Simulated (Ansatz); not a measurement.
# CH$_{3}$ClFGa···CH$_{4}$: what the fields show

```json
{"atom": "Ga", "x (Å)": "-0.2584", "y (Å)": "-0.8499", "z (Å)": "1.0706"}
{"atom": "C", "x (Å)": "0.6513", "y (Å)": "1.9237", "z (Å)": "-0.4158"}
{"atom": "C", "x (Å)": "-0.7485", "y (Å)": "-1.8926", "z (Å)": "-0.4870"}
{"atom": "Cl", "x (Å)": "1.5505", "y (Å)": "-1.0652", "z (Å)": "2.1847"}
{"atom": "H", "x (Å)": "-0.1284", "y (Å)": "1.7139", "z (Å)": "0.3112"}
{"atom": "F", "x (Å)": "-1.2788", "y (Å)": "0.4656", "z (Å)": "1.6890"}
{"atom": "H", "x (Å)": "0.3007", "y (Å)": "2.6930", "z (Å)": "-1.1164"}
{"atom": "H", "x (Å)": "0.9060", "y (Å)": "1.0186", "z (Å)": "-0.9888"}
{"atom": "H", "x (Å)": "1.5523", "y (Å)": "2.2775", "z (Å)": "0.1036"}
{"atom": "H", "x (Å)": "0.1228", "y (Å)": "-2.4529", "z (Å)": "-0.8534"}
{"atom": "H", "x (Å)": "-1.5454", "y (Å)": "-2.6027", "z (Å)": "-0.2195"}
{"atom": "H", "x (Å)": "-1.1241", "y (Å)": "-1.2291", "z (Å)": "-1.2781"}
```

Not at a stationary point (largest force 0.5 eV/Å).

Method: RKS PBE0-D4/def2-SVP in Ansatz.

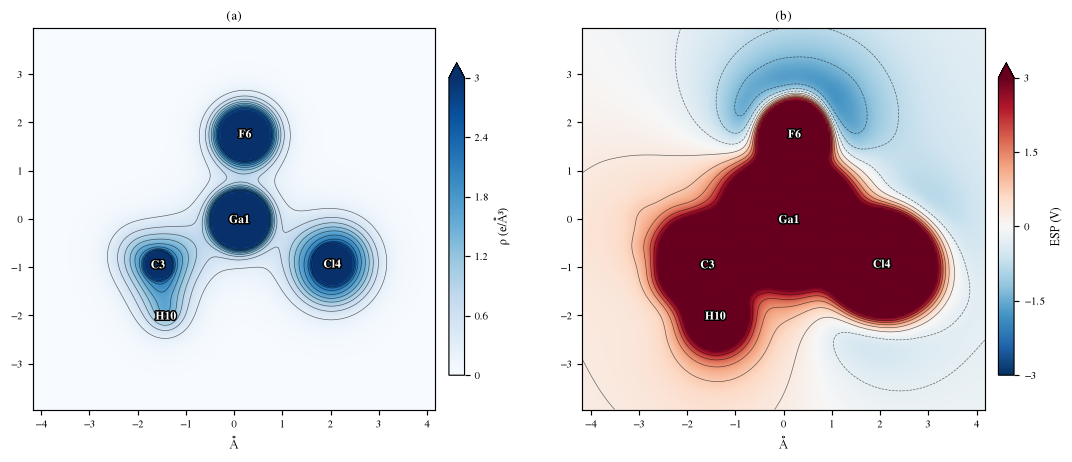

Figure 1. (a) electron density; (b) electrostatic potential on the plane of atoms C3, Ga1 and Cl4.

Describe what can be read from this map.

Answer. The plane passes through Ga, C, Cl, F and H nuclei.
Ga–F (1.78 Å): the density is about 0.8 e/Å³ at the midpoint.
C–Ga (1.94 Å): ρ is about 0.82 e/Å³ halfway.
Ga–Cl (2.14 Å): ρ is about 0.7 e/Å³ halfway.
C–H (1.10 Å): ρ at the midpoint is about 1.9 e/Å³.
Outside the dense part of the complex the potential is most negative (−1.8 V) near F6.

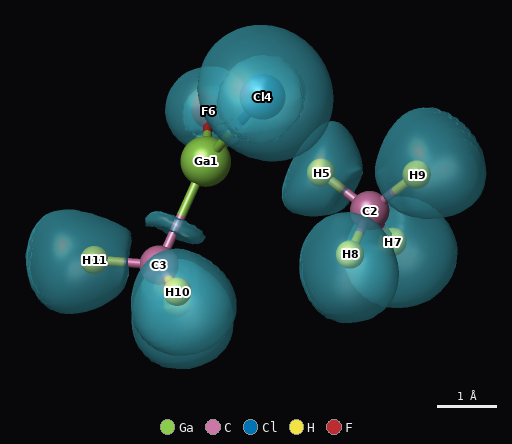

Figure 2. Isosurface of the ELF at 0.8 (cyan), seen at a tilt. Only the valence region is drawn (cores and ρ < 0.01 e/Å³ removed).

Where are the electrons localised?

Answer. At this value the surface marks out seven regions around hydrogen nuclei, one lobe of the valence shell of C pointing towards Ga (polar bonds), one region wrapped around Cl (its valence shell) and one region wrapped around F (its valence shell). Along the contacts the grid gives the following. Ga1···H5 (2.68 Å): the ELF dips to about 0.05 between them. Ga–F (1.78 Å): the ELF peaks at about 0.80 in the valence shell of F, 0.5 Å from its nucleus, and is about 0.15 at the midpoint.

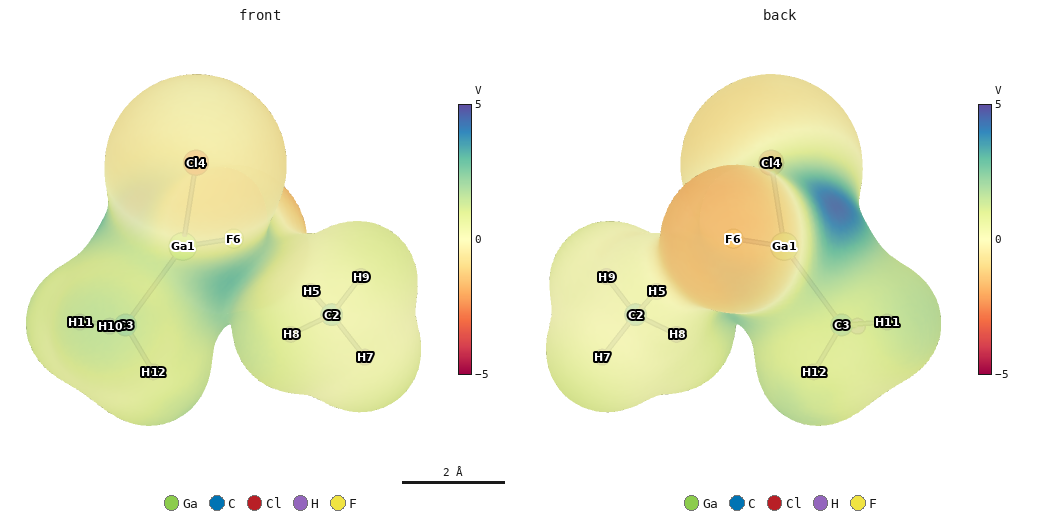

Figure 3. The molecular electrostatic potential painted on the density surface at 0.004 e/bohr³, seen from the front and from behind; red is negative and blue positive.

Describe the electrostatic potential map.

Answer. The most negative region (about −1.7 V) lies over F6, the most positive (about +4.1 V) over Ga1.

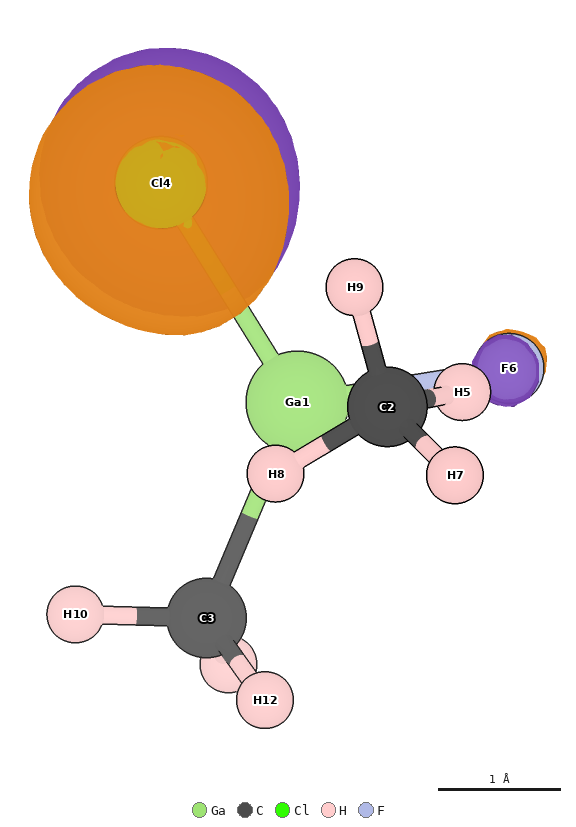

Figure 4. The HOMO−1 at ±0.15 Å⁻³ᐟ² (orange and purple are the two phases), seen at an oblique angle.

What is the character of this orbital?

Answer. It lies mainly on Cl4 (about 90 %) and Ga1 (about 10 %); largely a lone pair of Cl4. Its energy is −9.20 eV.
